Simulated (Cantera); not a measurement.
Charge: 1 mol MgO, 2 mol F₂, held at 1.00 Torr.

Method: chemical equilibrium by Gibbs-energy minimisation in Cantera with the NASA 1993 tables (ideal gas, pure condensed phases). Candidate condensed phases: Mg, MgF₂, MgO; 14 gas species. Kinetics and transport are ignored.

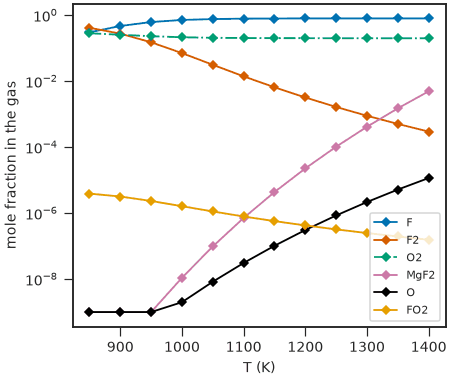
*Equilibrium gas composition (values under 1e-9 drawn at 1e-9)*

Task: Read off the mole fractions at 850 K.

Result: F₂ about 0.41, F about 0.30, O₂ about 0.28, FO₂ about 3.9e-6.
